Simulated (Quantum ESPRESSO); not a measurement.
# MnS: which magnetic order is lowest, part 2 of 2

Aim: find out which collinear order of MnS costs least.

Quantum ESPRESSO 7.5; PBEsol; plane waves with GBRV 1.5 PBEsol potentials, no spin-orbit coupling.

So far, absolute magnetization (μB): step 2 (run 1, typed as ferro +) 4.65.

The database entry behind the starting cell differs from later determinations by our own check (an axis about 0.2 % short against later determinations), so it need not match the best structure at ambient conditions.

## 4. Run 3, typed as antiferro q=(0,0,1/2) +−

This order needs a doubled cell of 4 atoms.

pw.in

```
&CONTROL
  calculation = 'scf'
  prefix = 'pwscf'
  outdir = './tmp'
  pseudo_dir = './pseudo'
  disk_io = 'nowf'
/
&SYSTEM
  ibrav = 0
  celldm(1) = 8
  nat = 4
  ntyp = 3
  ecutwfc = 40
  ecutrho = 280
  nbnd = 30
  occupations = 'smearing'
  smearing = 'fd'
  degauss = 0.00367493
  nspin = 2
  starting_magnetization(1) = 0.3
  starting_magnetization(2) = -0.3
  starting_magnetization(3) = 0
/
&ELECTRONS
  conv_thr = 8d-09
  electron_maxstep = 150
  mixing_beta = 0.3
/
ATOMIC_SPECIES
Mn1    54.9380 mn_pbesol_v1.5.uspp.F.UPF
Mn2    54.9380 mn_pbesol_v1.5.uspp.F.UPF
S      32.0600 s_pbesol_v1.4.uspp.F.UPF
CELL_PARAMETERS alat
   0.0000000000000    0.6152239614485    0.6152239614485
   0.6152239614485    0.0000000000000    0.6152239614485
   1.2304479228970    1.2304479228970    0.0000000000000
ATOMIC_POSITIONS crystal
Mn1     0.0000000000    0.0000000000    0.0000000000
Mn2     0.0000000000    0.0000000000    0.5000000000
S       0.5000000000    0.5000000000    0.2500000000
S       0.5000000000    0.5000000000    0.7500000000
K_POINTS automatic
6 6 3 0 0 0
```

Run with:

```console
$ OMP_NUM_THREADS=1 mpirun -n 4 pw.x -nk 4 -in pw.in > pw.out
```

The program printed:

```text
     [... lines left out ...]
Program PWSCF v.7.5 starts
     [... lines left out ...]
     number of atoms/cell      =            4
     [... lines left out ...]
     number of electrons       =        42.00
     number of Kohn-Sham states=           30
     kinetic-energy cutoff     =      40.0000  Ry
     charge density cutoff     =     280.0000  Ry
     scf convergence threshold =      8.0E-09
     [... lines left out ...]
     12 Sym. Ops., with inversion, found
     [... lines left out ...]
     number of k points=    16  Fermi-Dirac smearing, width (Ry)=  0.0037
     [... lines left out ...]
     iteration # 13     ecut=    40.00 Ry     beta= 0.30
     [... lines left out ...]
     Magnetic moment per site  (integrated on atomic sphere of radius R)
     atom   1 (R=0.254)  charge= 13.2001  magn=  4.1515
     atom   2 (R=0.254)  charge= 13.2002  magn= -4.1515
     atom   3 (R=0.254)  charge=  4.6418  magn=  0.0000
     atom   4 (R=0.254)  charge=  4.6418  magn=  0.0000
     [... lines left out ...]
     the Fermi energy is    10.0550 ev
!    total energy              =    -470.31613520 Ry
     estimated scf accuracy    <          1.6E-09 Ry
     smearing contrib. (-TS)   =      -0.00000042 Ry
     [... lines left out ...]
     total magnetization       =    -0.00 Bohr mag/cell
     absolute magnetization    =     8.89 Bohr mag/cell
     convergence has been achieved in  13 iterations
```

Run time: 11 s. Hardware: 4 MPI ranks of AMD EPYC 9R14 (Zen 4), shared host; peak memory 0.47 GiB; 42 s of CPU time.

Spin moment in the atom's sphere by atom:

| atom | spin moment in the atom's sphere (μB) |
| --- | --- |
| Mn1 | 4.15 |
| Mn2 | -4.15 |
| S3 | 0.00 |
| S4 | 0.00 |

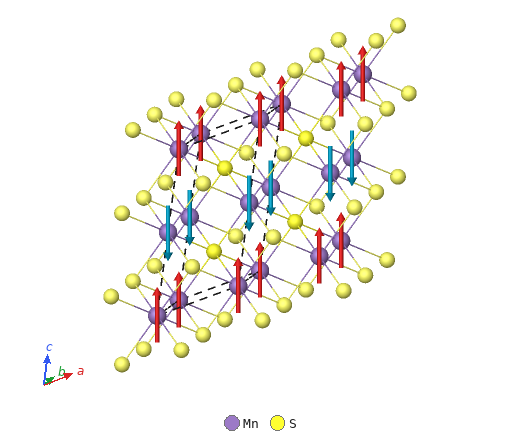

Spin moment in the atom's sphere as arrows, the longest 4.15 μB. Up and down stand for the sign. Arrows give size and sign along the axis of quantisation, drawn up and down the page. The two directions have two colours. 2×1×1 cells are drawn. Some periodic images of atoms are drawn too.

Numbers from this step:

```
smearing term TS       : 5.67e-6 eV
magnetization          : 0 μB
absolute magnetization : 8.89 μB
final state            : antiferromagnetic
```

## 5. Run 4 (no spin polarisation)

pw.in

```
&CONTROL
  calculation = 'scf'
  prefix = 'pwscf'
  outdir = './tmp'
  pseudo_dir = './pseudo'
  disk_io = 'nowf'
/
&SYSTEM
  ibrav = 0
  celldm(1) = 8
  nat = 2
  ntyp = 2
  ecutwfc = 40
  ecutrho = 280
  nbnd = 17
  occupations = 'smearing'
  smearing = 'fd'
  degauss = 0.00367493
/
&ELECTRONS
  conv_thr = 4d-09
  electron_maxstep = 150
  mixing_beta = 0.3
/
ATOMIC_SPECIES
Mn     54.9380 mn_pbesol_v1.5.uspp.F.UPF
S      32.0600 s_pbesol_v1.4.uspp.F.UPF
CELL_PARAMETERS alat
   0.0000000000000    0.6152239614485    0.6152239614485
   0.6152239614485    0.0000000000000    0.6152239614485
   0.6152239614485    0.6152239614485    0.0000000000000
ATOMIC_POSITIONS crystal
Mn      0.0000000000    0.0000000000    0.0000000000
S       0.5000000000    0.5000000000    0.5000000000
K_POINTS automatic
6 6 6 0 0 0
```

The program printed:

```text
     [... lines left out ...]
Program PWSCF v.7.5 starts
     [... lines left out ...]
     number of atoms/cell      =            2
     [... lines left out ...]
     number of electrons       =        21.00
     number of Kohn-Sham states=           17
     kinetic-energy cutoff     =      40.0000  Ry
     charge density cutoff     =     280.0000  Ry
     scf convergence threshold =      4.0E-09
     [... lines left out ...]
     48 Sym. Ops., with inversion, found
     [... lines left out ...]
     number of k points=    16  Fermi-Dirac smearing, width (Ry)=  0.0037
     [... lines left out ...]
     iteration # 12     ecut=    40.00 Ry     beta= 0.30
     [... lines left out ...]
     the Fermi energy is     9.5847 ev
!    total energy              =    -234.99067825 Ry
     estimated scf accuracy    <          2.0E-09 Ry
     smearing contrib. (-TS)   =      -0.00594045 Ry
     [... lines left out ...]
     convergence has been achieved in  12 iterations
```

Run time: 3 s. Hardware: 4 MPI ranks; peak memory 0.31 GiB; 11 s of CPU time.

This step gave:

| Quantity | Value |
| --- | --- |
| smearing term TS | 0.08082 eV |
| final state | non-magnetic (no spin polarisation) |

## 6. Energies of the orders

An order is kept where moments of 0.15 μB or more survive with the typed signs; meshes match where a doubled cell samples the same k points as the first cell.

Orders:

| start | final state | typed order kept | energy over the lowest (meV a seeded atom) | largest site moment (μB) | net moment (μB a cell of the first run) | mesh matched | CPU time (s) |
| --- | --- | --- | --- | --- | --- | --- | --- |
| ferro + | ferromagnetic | yes | 102.1 | 4.166 | 4.647 | yes | 14.63 |
| antiferro q=(0,1/2,1/2) +- | antiferromagnetic | yes | 86.05 | 4.157 | 0 | yes | 72.05 |
| antiferro q=(0,0,1/2) +- | antiferromagnetic | yes | 0 | 4.152 | 0 | yes | 42.03 |
| no spin polarisation | non-magnetic | - | 2277 | 0 | 0 | yes | 10.71 |

## 7. Energy mapping

E = −Σ J e·e over ordered pairs of unit vectors, so each pair counts twice. As many shells are taken as there are differences of energy, so the couplings are solved for and no residual tests the model; further shells are folded in, and shells whose pairs keep their relative signs in all orders cancel and are not probed. Couplings from the energies:

| pair | distance (Å) | neighbours an atom | J (meV) |
| --- | --- | --- | --- |
| Mn-Mn | 3.683 | 12 | -1.005 |
| Mn-Mn | 5.209 | 6 | -7.505 |

## 8. Summary of results

| Property | Result |
| --- | --- |
| lowest state found | antiferromagnetic (from antiferro q=(0,0,1/2) +-) |
| largest site moment | 4.15 μB |
| next state with moments | antiferromagnetic, 86.0 meV a seeded atom higher |
| state without moments | 2277 meV a seeded atom higher |
| J of the weightiest shell (Mn-Mn, 5.21 Å; E = −Σ J e·e, ordered pairs) | -7.51 meV |

Forming the moments gains more than four times the spread of the orders, as local moments do. The largest moment changes by 0.36 % between the kept orders, as for well localised moments. Only these 4 starts were compared; other wavevectors, canted and longer-period orders were not. No Hubbard term acts here. In such compounds local and semilocal functionals without one often delocalise the d electrons, and can shrink or lose moments and miss the size, sign and order of the couplings.

[Logs and program files are shortened in this print: banners, set-up blocks, solver, clock and traceback lines can be left out without a mark of their own.]

[Logs are printed without paths, hosts, clocks, repeated set-up lines and the standing remarks that a program may print on its own settings, such as how far it seeks lower states.]

[Hosts, paths, dates, database ids (printed as entryN), source tags and the programs' standing remarks are cut or masked in the printed files.]

[Where a cell is said to come from a database of computed structures, the database is the Materials Project.]
